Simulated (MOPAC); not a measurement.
# Run report: CH4AlN, geometry relaxation (part 3 of 3)

CH4AlN; PM6, closed shell (MOPAC 23.2.5). 

Geometry of the input (Å):
```
C  -0.5179  -0.0202  -0.6407
N  -0.1883  0.4909  0.8063
Al 1.1248  -0.5084  0.2443
H  -0.8468  0.1889  1.5755
H  -0.6154  0.7911  -1.3632
H  -0.8820  1.0847  1.2393
H  2.4915  -1.1953  0.3897
```

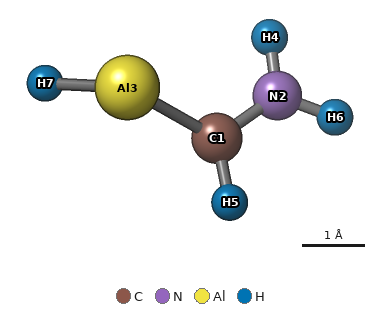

Figure 1. The geometry at step 54 of the log (ball-and-stick view, seen at a tilt; atoms are numbered from 1 in the order of the input).

## Trajectory as extended XYZ, continued
```
7
Properties=species:S:1:pos:R:3:forces:R:3 step=41 energy=4.27736
C    -0.2396    0.0398   -0.1677   -0.0455   0.2609   0.0117
N    -0.7209    0.7517    0.9532   -0.2760  -0.2481   0.0431
Al    1.4922   -0.5791   -0.0670    0.2494  -0.2363   0.0823
H    -1.1019    0.1326    1.6820    0.1836   0.2495  -0.2349
H    -0.5058    0.3967   -1.1673   -0.0886  -0.0107   0.0644
H    -1.4258    1.4471    0.7142    0.0872  -0.1375   0.0507
H     2.3049   -1.9207    0.0424   -0.1102   0.1222  -0.0173
7
Properties=species:S:1:pos:R:3:forces:R:3 step=42 energy=4.27170
C    -0.2403    0.0481   -0.1659    0.2461  -0.0474  -0.0208
N    -0.7282    0.7481    0.9529   -0.0357   0.0445  -0.2050
Al    1.4982   -0.5841   -0.0679   -0.1832   0.2252   0.0406
H    -1.0932    0.1442    1.6746    0.0155  -0.0628   0.1438
H    -0.5124    0.3933   -1.1637   -0.0684   0.0346   0.0018
H    -1.4249    1.4444    0.7172   -0.0191  -0.0090   0.0312
H     2.3005   -1.9150    0.0430    0.0449  -0.1850   0.0085
7
Properties=species:S:1:pos:R:3:forces:R:3 step=43 energy=4.26837
C    -0.2373    0.0491   -0.1673    0.0924  -0.0205   0.0059
N    -0.7286    0.7475    0.9498   -0.0580  -0.0252  -0.0423
Al    1.4978   -0.5820   -0.0666   -0.0072   0.0714   0.0393
H    -1.0873    0.1426    1.6809    0.0692   0.0116   0.0265
H    -0.5167    0.3931   -1.1626   -0.0438   0.0379  -0.0375
H    -1.4279    1.4411    0.7194   -0.0344  -0.0047   0.0069
H     2.2948   -1.9225    0.0431   -0.0184  -0.0703   0.0012
7
Properties=species:S:1:pos:R:3:forces:R:3 step=44 energy=4.26478
C    -0.2362    0.0501   -0.1676    0.0392  -0.0005  -0.0067
N    -0.7320    0.7468    0.9460   -0.0578  -0.0492  -0.0039
Al    1.5014   -0.5798   -0.0655    0.0411   0.0218   0.0319
H    -1.0709    0.1450    1.6902    0.0775   0.0390  -0.0039
H    -0.5181    0.3978   -1.1626   -0.0121   0.0201  -0.0202
H    -1.4382    1.4342    0.7200   -0.0354  -0.0124   0.0055
H     2.2803   -1.9349    0.0426   -0.0525  -0.0189  -0.0027
7
Properties=species:S:1:pos:R:3:forces:R:3 step=45 energy=4.25805
C    -0.2344    0.0532   -0.1687   -0.0320   0.0041   0.0088
N    -0.7388    0.7448    0.9391   -0.0610  -0.0723   0.0301
Al    1.5090   -0.5757   -0.0638    0.0991  -0.0216   0.0228
H    -1.0379    0.1508    1.7069    0.0802   0.0680  -0.0399
H    -0.5188    0.4044   -1.1632    0.0217   0.0129  -0.0143
H    -1.4591    1.4201    0.7235   -0.0186  -0.0271   0.0009
H     2.2486   -1.9574    0.0436   -0.0895   0.0361  -0.0085
7
Properties=species:S:1:pos:R:3:forces:R:3 step=46 energy=4.24594
C    -0.2344    0.0559   -0.1675   -0.0549   0.0545  -0.0032
N    -0.7548    0.7407    0.9250   -0.0702  -0.2449   0.1493
Al    1.5277   -0.5665   -0.0603    0.1770  -0.1801   0.0197
H    -0.9746    0.1674    1.7398    0.0889   0.1976  -0.1668
H    -0.5156    0.4186   -1.1632    0.0600  -0.0253   0.0114
H    -1.4968    1.3949    0.7273   -0.0104  -0.0268   0.0123
H     2.1828   -2.0052    0.0376   -0.1903   0.2250  -0.0226
7
Properties=species:S:1:pos:R:3:forces:R:3 step=47 energy=4.23765
C    -0.2293    0.0743   -0.1847   -0.3351   0.1167   0.2067
N    -0.7743    0.7160    0.9013   -0.2375  -0.4164   0.5000
Al    1.5554   -0.5465   -0.0579    0.4881  -0.6287   0.0286
H    -0.8442    0.1903    1.7893    0.0949   0.4105  -0.5654
H    -0.5304    0.4415   -1.1725    0.1120  -0.0259  -0.0472
H    -1.5548    1.3469    0.7670    0.1909  -0.1179  -0.0320
H     2.0372   -2.0772    0.0928   -0.3134   0.6618  -0.0908
7
Properties=species:S:1:pos:R:3:forces:R:3 step=48 energy=4.22102
C    -0.2303    0.0713   -0.1782   -0.2513   0.0256  -0.0139
N    -0.7775    0.7156    0.9044    0.0082  -0.2181  -0.0260
Al    1.5557   -0.5524   -0.0510    0.2147  -0.1041  -0.0875
H    -0.8651    0.2052    1.7672    0.0624   0.0574   0.0833
H    -0.5458    0.4310   -1.1719    0.2430  -0.0688   0.1078
H    -1.5269    1.3623    0.7582   -0.0861   0.1006  -0.0459
H     2.0596   -2.0550    0.0540   -0.1909   0.2075  -0.0178
7
Properties=species:S:1:pos:R:3:forces:R:3 step=49 energy=4.20279
C    -0.2337    0.0710   -0.1645   -0.1202   0.2100  -0.3118
N    -0.8131    0.7072    0.8850    0.2536  -0.7956   0.5418
Al    1.5884   -0.5484   -0.0451    0.0973  -0.0597  -0.0706
H    -0.7853    0.2573    1.8060   -0.0567   0.3858  -0.3493
H    -0.5370    0.4477   -1.1672    0.2617  -0.2285   0.2046
H    -1.5607    1.3445    0.7528   -0.2163   0.2538  -0.0034
H     1.9798   -2.0940    0.0101   -0.2194   0.2341  -0.0112
7
Properties=species:S:1:pos:R:3:forces:R:3 step=50 energy=4.18270
C    -0.2352    0.0886   -0.1676    0.0846   0.3020  -0.0514
N    -0.8554    0.6633    0.8699    0.2015  -0.6890   0.9598
Al    1.6366   -0.5310   -0.0576    0.0757  -0.8069   0.0742
H    -0.6901    0.3253    1.8379   -0.1551   0.3289  -0.7258
H    -0.5170    0.4641   -1.1650    0.0217  -0.1989  -0.0520
H    -1.5930    1.3339    0.7924    0.0035   0.1271  -0.1077
H     1.8107   -2.1554    0.0679   -0.2319   0.9367  -0.0971
7
Properties=species:S:1:pos:R:3:forces:R:3 step=51 energy=4.15843
C    -0.2312    0.1017   -0.1735    0.3459  -0.1046   0.6752
N    -0.8510    0.6472    0.8871   -0.4809   0.2545  -0.4512
Al    1.6269   -0.5406   -0.0736   -0.0679   0.3518   0.0679
H    -0.7197    0.3269    1.8236    0.1301  -0.1092   0.0953
H    -0.4730    0.4532   -1.1668   -0.2978   0.1156  -0.3287
H    -1.5923    1.3503    0.7967    0.4656  -0.2960  -0.0401
H     1.8147   -2.0981    0.1187   -0.0949  -0.2122  -0.0184
7
Properties=species:S:1:pos:R:3:forces:R:3 step=52 energy=4.12674
C    -0.2268    0.1055   -0.1659    0.2108  -0.1569   0.0064
N    -0.8643    0.6401    0.8775   -0.0230  -0.1061   0.0636
Al    1.6383   -0.5322   -0.0588   -0.0002   0.0511   0.0140
H    -0.6851    0.3471    1.8238    0.0199   0.0189  -0.0124
H    -0.5094    0.4254   -1.1762   -0.0493   0.0164  -0.0046
H    -1.5694    1.3472    0.7910   -0.0414   0.0949  -0.0422
H     1.7694   -2.1171    0.0665   -0.1167   0.0816  -0.0249
7
Properties=species:S:1:pos:R:3:forces:R:3 step=53 energy=4.12091
C    -0.2181    0.1088   -0.1614    0.0164  -0.0131  -0.0781
N    -0.8814    0.6262    0.8729    0.1999  -0.1196   0.2918
Al    1.6540   -0.5277   -0.0575   -0.0121  -0.0783   0.0168
H    -0.6472    0.3787    1.8298   -0.1192   0.0706  -0.1882
H    -0.5178    0.4210   -1.1734    0.0133  -0.0444   0.0274
H    -1.5800    1.3436    0.7889   -0.0220   0.0139  -0.0432
H     1.7034   -2.1241    0.0554   -0.0762   0.1709  -0.0265
7
Properties=species:S:1:pos:R:3:forces:R:3 step=54 energy=4.11902
C    -0.2149    0.1049   -0.1579   -0.0630   0.0333  -0.0555
N    -0.8782    0.6266    0.8765    0.0661  -0.0036  -0.2152
Al    1.6544   -0.5242   -0.0564    0.0303  -0.1844   0.0178
H    -0.6598    0.3818    1.8195    0.0023  -0.0240   0.2433
H    -0.5217    0.4112   -1.1702    0.0324  -0.0335   0.0340
H    -1.5764    1.3449    0.7786   -0.0167  -0.0124  -0.0017
H     1.6911   -2.1245    0.0411   -0.0515   0.2246  -0.0227
7
Properties=species:S:1:pos:R:3:forces:R:3 step=55 energy=4.11781
C    -0.2154    0.1071   -0.1653    0.0095  -0.0640  -0.0290
N    -0.8708    0.6210    0.8760   -0.0699   0.1130  -0.0670
Al    1.6486   -0.5239   -0.0512    0.0763   0.1850  -0.0426
H    -0.6477    0.3821    1.8255   -0.0083  -0.0133   0.0571
H    -0.5245    0.4102   -1.1765    0.0222  -0.0114   0.0407
H    -1.5722    1.3387    0.7779    0.0020  -0.0344   0.0353
H     1.6819   -2.1058    0.0425   -0.0318  -0.1750   0.0054
7
Properties=species:S:1:pos:R:3:forces:R:3 step=56 energy=4.11565
C    -0.2143    0.1062   -0.1600    0.0062  -0.0136   0.0027
N    -0.8774    0.6222    0.8750    0.0338   0.0474   0.0031
Al    1.6560   -0.5228   -0.0524    0.0333  -0.0129  -0.0091
H    -0.6464    0.3936    1.8284   -0.0364  -0.0006  -0.0053
H    -0.5194    0.4030   -1.1732   -0.0029  -0.0101   0.0092
H    -1.5808    1.3372    0.7766   -0.0060  -0.0336   0.0055
H     1.6667   -2.1156    0.0291   -0.0280   0.0234  -0.0061
7
Properties=species:S:1:pos:R:3:forces:R:3 step=57 energy=4.11499
C    -0.2115    0.1036   -0.1538   -0.0605   0.0369  -0.0037
N    -0.8791    0.6275    0.8750    0.0783  -0.0058  -0.0260
Al    1.6592   -0.5229   -0.0511    0.0477  -0.0439  -0.0011
H    -0.6492    0.4024    1.8293   -0.0497   0.0168   0.0123
H    -0.5174    0.3926   -1.1699   -0.0014  -0.0128   0.0095
H    -1.5926    1.3313    0.7690    0.0075  -0.0363   0.0094
H     1.6592   -2.1181    0.0045   -0.0219   0.0450  -0.0003
7
Properties=species:S:1:pos:R:3:forces:R:3 step=58 energy=4.11436
C    -0.2103    0.1018   -0.1499   -0.0321   0.0319   0.0099
N    -0.8783    0.6299    0.8748    0.0195   0.0264  -0.0171
Al    1.6633   -0.5216   -0.0490    0.0516  -0.0923   0.0006
H    -0.6534    0.4139    1.8317   -0.0155  -0.0056   0.0138
H    -0.5158    0.3804   -1.1679   -0.0208   0.0019  -0.0123
H    -1.6014    1.3235    0.7636    0.0071  -0.0356  -0.0007
H     1.6424   -2.1193   -0.0183   -0.0099   0.0733   0.0059
7
Properties=species:S:1:pos:R:3:forces:R:3 step=59 energy=4.11397
C    -0.2089    0.1026   -0.1491   -0.0349   0.0228   0.0330
N    -0.8770    0.6312    0.8748   -0.0023   0.0284  -0.0099
Al    1.6651   -0.5218   -0.0482    0.0572  -0.0502  -0.0017
H    -0.6543    0.4177    1.8333   -0.0041  -0.0078  -0.0062
H    -0.5170    0.3757   -1.1672   -0.0216   0.0113  -0.0251
H    -1.6087    1.3157    0.7612    0.0126  -0.0331   0.0007
H     1.6327   -2.1177   -0.0252   -0.0070   0.0287   0.0092
7
Properties=species:S:1:pos:R:3:forces:R:3 step=60 energy=4.11356
C    -0.2076    0.1055   -0.1493   -0.0195  -0.0006   0.0216
N    -0.8755    0.6312    0.8746   -0.0323   0.0347   0.0120
Al    1.6682   -0.5219   -0.0479    0.0510  -0.0042  -0.0055
H    -0.6525    0.4204    1.8343    0.0061  -0.0094  -0.0221
H    -0.5203    0.3736   -1.1674   -0.0119   0.0132  -0.0218
H    -1.6175    1.3043    0.7604    0.0120  -0.0211   0.0058
H     1.6168   -2.1160   -0.0246   -0.0055  -0.0127   0.0100
7
Properties=species:S:1:pos:R:3:forces:R:3 step=61 energy=4.11318
C    -0.2065    0.1097   -0.1510   -0.0095  -0.0138   0.0213
N    -0.8752    0.6296    0.8745   -0.0275   0.0271   0.0112
Al    1.6719   -0.5221   -0.0492    0.0303   0.0199  -0.0055
H    -0.6486    0.4201    1.8338    0.0097  -0.0103  -0.0229
H    -0.5237    0.3756   -1.1683   -0.0027   0.0116  -0.0166
H    -1.6249    1.2940    0.7630    0.0046  -0.0083   0.0053
H     1.5995   -2.1151   -0.0135   -0.0050  -0.0262   0.0071
7
Properties=species:S:1:pos:R:3:forces:R:3 step=62 energy=4.11294
C    -0.2056    0.1143   -0.1527    0.0019  -0.0170   0.0055
N    -0.8754    0.6276    0.8744   -0.0175   0.0184   0.0037
Al    1.6761   -0.5221   -0.0512    0.0053   0.0095  -0.0019
H    -0.6429    0.4183    1.8323    0.0031  -0.0062  -0.0089
H    -0.5260    0.3796   -1.1696    0.0026   0.0017  -0.0043
H    -1.6332    1.2835    0.7669    0.0069  -0.0019   0.0047
H     1.5804   -2.1150    0.0022   -0.0022  -0.0046   0.0011
7
Properties=species:S:1:pos:R:3:forces:R:3 step=63 energy=4.11292
C    -0.2061    0.1136   -0.1525    0.0023  -0.0066   0.0016
N    -0.8758    0.6279    0.8744   -0.0003   0.0032  -0.0031
Al    1.6758   -0.5221   -0.0515    0.0015   0.0107  -0.0005
H    -0.6437    0.4170    1.8317    0.0026  -0.0061   0.0019
H    -0.5251    0.3804   -1.1697    0.0004  -0.0009  -0.0011
H    -1.6314    1.2856    0.7676   -0.0033   0.0052   0.0000
H     1.5836   -2.1152    0.0031   -0.0031  -0.0056   0.0012
7
Properties=species:S:1:pos:R:3:forces:R:3 step=64 energy=4.11291
C    -0.2061    0.1138   -0.1528   -0.0019  -0.0001   0.0006
N    -0.8758    0.6277    0.8744    0.0067  -0.0023  -0.0063
Al    1.6759   -0.5219   -0.0516    0.0003  -0.0007   0.0005
H    -0.6429    0.4160    1.8312   -0.0003  -0.0039   0.0050
H    -0.5249    0.3807   -1.1701   -0.0003  -0.0013   0.0015
H    -1.6316    1.2853    0.7685   -0.0032   0.0045  -0.0015
H     1.5819   -2.1152    0.0051   -0.0013   0.0037   0.0003
7
Properties=species:S:1:pos:R:3:forces:R:3 step=65 energy=4.11291
C    -0.2062    0.1138   -0.1531   -0.0012   0.0003   0.0016
N    -0.8756    0.6276    0.8743    0.0028  -0.0007  -0.0044
Al    1.6757   -0.5218   -0.0517    0.0027  -0.0015   0.0001
H    -0.6426    0.4152    1.8311   -0.0009  -0.0028   0.0039
H    -0.5249    0.3811   -1.1702   -0.0014  -0.0011  -0.0001
H    -1.6314    1.2853    0.7689   -0.0009   0.0027  -0.0012
H     1.5817   -2.1151    0.0063   -0.0010   0.0031   0.0001
7
Properties=species:S:1:pos:R:3:forces:R:3 step=66 energy=4.11291
C    -0.2062    0.1139   -0.1533   -0.0001   0.0003   0.0009
N    -0.8754    0.6275    0.8743    0.0000   0.0005  -0.0009
Al    1.6758   -0.5217   -0.0517    0.0030  -0.0016  -0.0003
H    -0.6426    0.4148    1.8312   -0.0009  -0.0020   0.0015
H    -0.5251    0.3810   -1.1703   -0.0013  -0.0009  -0.0004
H    -1.6314    1.2852    0.7689   -0.0004   0.0020  -0.0010
H     1.5810   -2.1149    0.0068   -0.0003   0.0018   0.0001
```

## Key numbers

```json
{"quantity": "outcome", "value": "converged"}
{"quantity": "heat of formation", "value": "94.85 kcal/mol"}
{"quantity": "basis functions", "value": "21"}
{"quantity": "largest force", "value": "0.003 eV/Å"}
{"quantity": "HOMO", "value": "−6.86 eV"}
{"quantity": "LUMO", "value": "0.13 eV"}
{"quantity": "dipole moment", "value": "5.27 D"}
{"quantity": "hardware", "value": "1 thread of Arm Neoverse V2, 24 GiB of memory available, shared host"}
{"quantity": "peak memory", "value": "0.073 GiB"}
```

## Notes

MOPAC's energies along a path are heats of formation.
